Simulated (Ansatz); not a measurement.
# BHLYP/STO-3G run of AlH3Cl− (SMILES [AlH3-][Cl])

What is the vertical singlet–triplet gap of AlH3Cl− at BHLYP/STO-3G? 

Program for the calculation: Ansatz 0.2.0.

### 1 The structure to begin with

The species is AlH3Cl− (5 atoms), meant as a singlet with charge -1. As SMILES, `[AlH3-][Cl]`. The shape comes from GFN2-xTB, which is rough for such elements, and wasn't checked as a minimum.

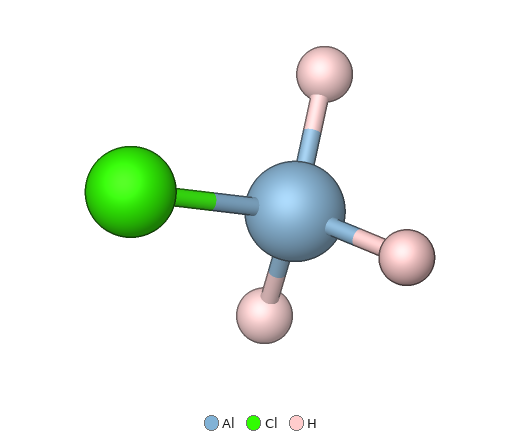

The structure, seen from a chosen angle (aluminium light blue, chlorine green, hydrogen pink).

### 2 A single-point energy at BHLYP/STO-3G

The input, input.yaml:

```yaml
basis:
  gaussian: {orbitals: STO-3G}
crystal:
  periodic: [false, false, false]
  atoms:
    - symbol: Al
      position_ang: [0.109160, -0.000440, -0.082500]
    - symbol: Cl
      position_ang: [-1.562720, -0.002110, 1.184250]
    - symbol: H
      position_ang: [0.226090, 1.478490, -0.704190]
    - symbol: H
      position_ang: [-0.160190, -1.106410, -1.218300]
    - symbol: H
      position_ang: [1.387660, -0.369540, 0.820730]
total_charge: -1
magnetization: {spin_polarized: false, initial_magnetization: 0}
hamiltonian: {xc: {name: BHLYP}}
accuracy: high
```

Launch:

```bash
$ ansatz run input.yaml --threads 1 --pin off --max-ram 2610MiB --events-out events.jsonl --progress --plain --runs-dir runs
```

The program printed:

```text
Warning: RAYON_NUM_THREADS=1 ignored (pool sized by the plan → 1); use --threads N
Functional definition: BHLYP
  name "BHLYP"
  parameter a = 0.5
  exchange = (1 - a)*b88_x + a*exact_x
  correlation = lyp_c
362 factors; integrals over basis functions are off by at most 7.1e-9 eV
mean field evaluation 1: about -18951.6909 eV, gradient 1.8e1 eV
mean field evaluation 2: about -18952.7668 eV, gradient 6.9e0 eV
mean field evaluation 4: about -18952.9146 eV, gradient 2.8e-1 eV
mean field evaluation 8: about -18952.8928 eV, gradient 7.0e-4 eV
mean field -18952.89276713 eV, -696.5059624600 hartree, gradient 1.9e-8 eV, S^2 0.000000; 0 other end points of the search recorded, 0 dependent functions left out
reference -18952.89278609 eV, -696.5059631566 hartree; 17, 17 occupied and 4, 4 virtual orbitals, 362 factors
Total energy: -18952.89278609 eV, -696.5059631566 hartree
```

Run time: 1.7 s. Hardware: 1 thread of Intel Xeon Platinum 8259CL at 2.50GHz (Skylake/Cascade Lake), shared host; peak memory 0.12 GiB.

### 3 The triplet

The input, input.yaml:

```yaml
crystal:
  periodic: [false, false, false]
  atoms:
    - {symbol: Al, position_ang: [0.109160, -0.000440, -0.082500]}
    - {symbol: Cl, position_ang: [-1.562720, -0.002110, 1.184250]}
    - {symbol: H, position_ang: [0.226090, 1.478490, -0.704190]}
    - {symbol: H, position_ang: [-0.160190, -1.106410, -1.218300]}
    - {symbol: H, position_ang: [1.387660, -0.369540, 0.820730]}
basis:
  gaussian:
    orbitals: STO-3G
total_charge: -1
magnetization:
  spin_polarized: true
  initial_magnetization: 2
hamiltonian:
  xc: {name: BHLYP}
accuracy: high
```

Launch:

```bash
$ ansatz run input.yaml --threads 1 --pin off --max-ram 2610MiB --events-out events.jsonl --progress --plain --runs-dir runs
```

The program printed:

```text
Warning: RAYON_NUM_THREADS=1 ignored (pool sized by the plan → 1); use --threads N
Functional definition: BHLYP
  name "BHLYP"
  parameter a = 0.5
  exchange = (1 - a)*b88_x + a*exact_x
  correlation = lyp_c
362 factors; integrals over basis functions are off by at most 7.1e-9 eV
mean field evaluation 1: about -18939.0437 eV, gradient 1.1e1 eV
mean field evaluation 2: about -18940.6203 eV, gradient 4.8e0 eV
mean field evaluation 4: about -18940.9762 eV, gradient 7.5e-1 eV
mean field evaluation 8: about -18941.1112 eV, gradient 1.2e-1 eV
mean field evaluation 16: about -18941.1141 eV, gradient 1.4e-3 eV
mean field evaluation 32: about -18941.0383 eV, gradient 2.5e-1 eV
mean field -18941.11408469 eV, -696.0731038641 hartree, gradient 2.1e-8 eV, S^2 2.004009; 2 other end points of the search recorded, 0 dependent functions left out
reference -18941.11410399 eV, -696.0731045733 hartree; 18, 16 occupied and 3, 5 virtual orbitals, 362 factors
Total energy: -18941.11410399 eV, -696.0731045733 hartree
```

It took 5.1 s on 1 thread of Intel Xeon Platinum 8259CL at 2.50GHz (Skylake/Cascade Lake), shared host; peak memory 0.14 GiB.

### 4 Outcome

Level: BHLYP/STO-3G.

| quantity | value |
| --- | --- |
| singlet: total energy | -696.50596 Eh |
| triplet: total energy | -696.07310 Eh |
| triplet: ⟨S²⟩ | 2.004 |
| vertical energy of the triplet above the singlet | 11.779 eV |

At this shape the triplet lies 11.78 eV (1136 kJ/mol) above the singlet. For an anion a state so high probably lies above electron detachment. In a minimal basis such a difference can be off by several eV, whatever the method.
